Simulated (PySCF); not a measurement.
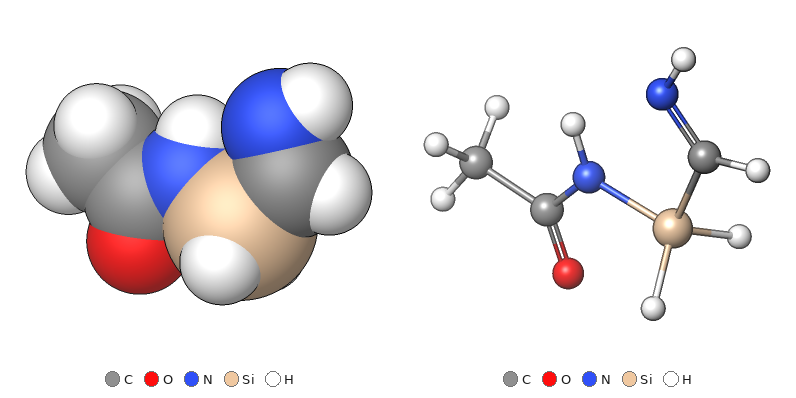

Two views of one molecule.

Computed geometry: PBE0-D3(BJ)/def2-SVP optimisation. No frequency run is at hand to confirm it as a minimum.

Identify the structure.

It has 15 atoms: 3 carbon, 8 hydrogen, 2 nitrogen, 1 oxygen and 1 silicon (C₃H₈N₂OSi). Its SMILES string is `[H]/N=C/[SiH2]NC(C)=O`. It has no ring. Among its groups: amide, imine, Si–H bond, Si–N bond. Coordination: 1 C tetrahedral; 2 C trigonal planar; 1 N trigonal planar; 1 Si tetrahedral; 1 N bent.

More results for the same structure follow; atom numbers are the same in all pictures, views and colours differ.

**Bond orders**

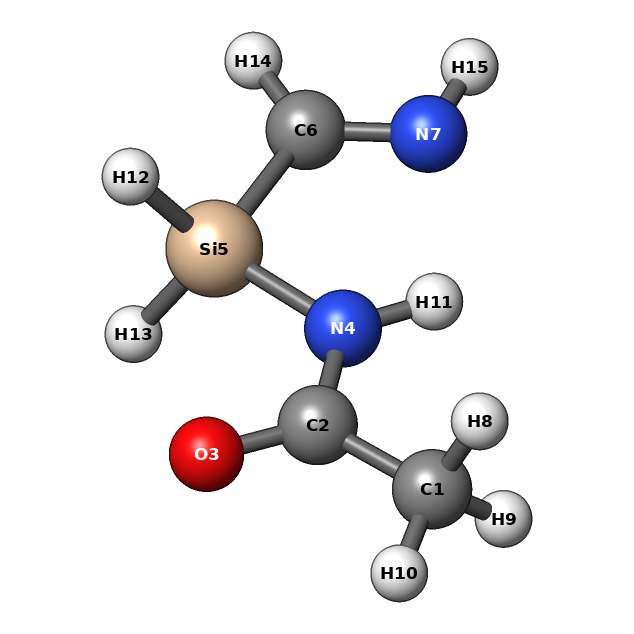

Every bond is drawn as one stick. No frequency run is at hand to confirm it as a minimum. Method: PBE0/pcSseg-1 in chloroform (IEF-PCM) (PySCF 2.14.0).

> Which bond has the highest Mayer bond order?

C6–N7, 1.96, at a length of 1.274 Å.

List the Mayer bond orders of C1–C2, C1–H8, C1–H9, C1–H10, C2–O3, C2–N4, N4–Si5, N4–H11, Si5–C6, Si5–H12, Si5–H13, C6–N7, C6–H14, N7–H15. Atoms whose distances differ by more than 0.02 Å in this geometry are listed apart.

| bond | Mayer order | length (Å) |
| --- | --- | --- |
| C1–C2 | 1.00 | 1.508 |
| C1–H8 | 0.94 | 1.101 |
| C1–H9 | 0.95 | 1.100 |
| C1–H10 | 0.95 | 1.096 |
| C2–O3 | 1.85 | 1.219 |
| C2–N4 | 1.15 | 1.364 |
| N4–Si5 | 0.91 | 1.754 |
| N4–H11 | 0.89 | 1.018 |
| Si5–C6 | 0.84 | 1.902 |
| Si5–H12 | 0.93 | 1.490 |
| Si5–H13 | 0.92 | 1.490 |
| C6–N7 | 1.96 | 1.274 |
| C6–H14 | 0.93 | 1.110 |
| N7–H15 | 0.93 | 1.027 |

**Excitation**

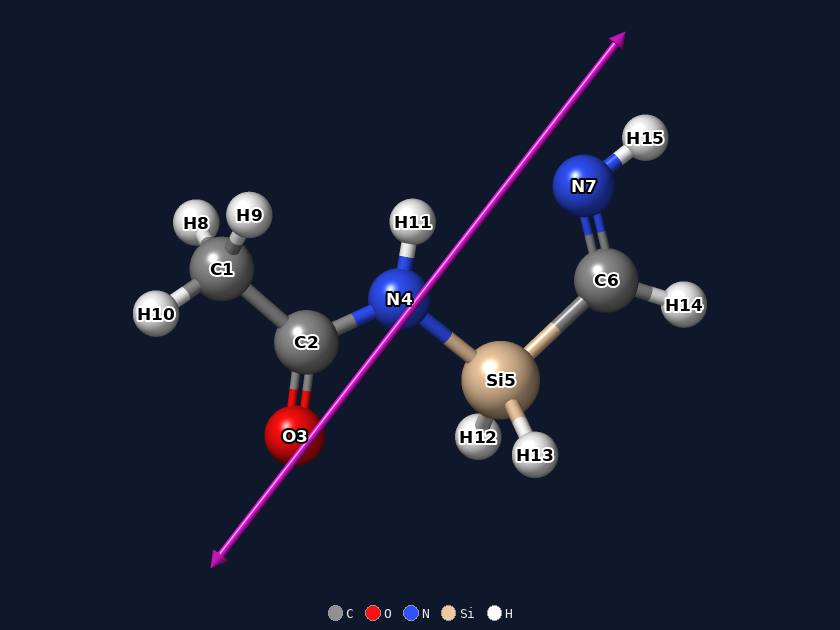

The double arrow shows the direction of the transition dipole to excited singlet state 6 (its length means nothing). No frequency run is at hand to confirm it as a minimum. Method: TDDFT CAM-B3LYP/def2-SVPD, vertical, gas phase, core orbitals frozen in the response (PySCF 2.14.0).

> How is the transition polarised?

Nearly parallel to the Si5–C6 bond.

> Give its energy, strength and character.

7.18 eV (173 nm), oscillator strength 0.048, mainly HOMO−1 → LUMO+3 (weight 0.56); transition dipole 1.32 D.

**Core levels**

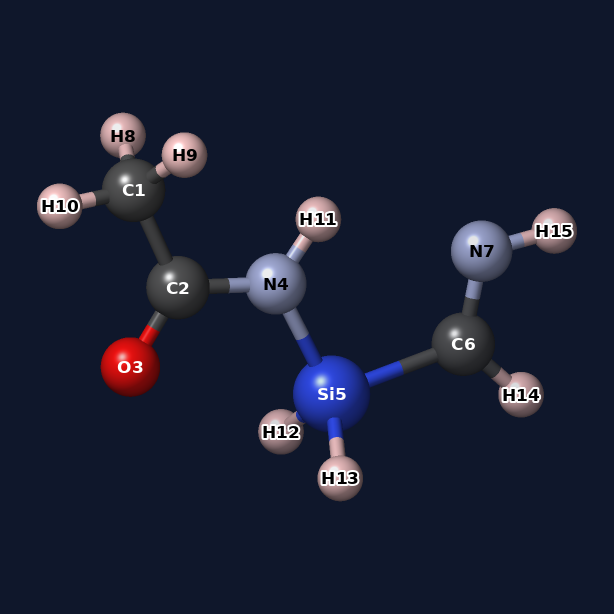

No frequency run is at hand to confirm it as a minimum. Properties computed with delta-SCF UKS SCAN, pcX-2 on the ionised atom, pcseg-1 elsewhere, spin-free X2C (PySCF 2.14.0).

Give the core-electron binding energies (to vacuum; p and d levels without spin–orbit splitting) of C1 1s, C2 1s, O3 1s, N4 1s, Si5 1s, Si5 2p, C6 1s, N7 1s.

```
atom  level  binding energy (eV)
  C1     1s                291.0
  C2     1s                293.7
  O3     1s                536.8
  N4     1s                405.0
 Si5     1s               1847.0
 Si5     2p                107.3
  C6     1s                291.8
  N7     1s                405.1
```
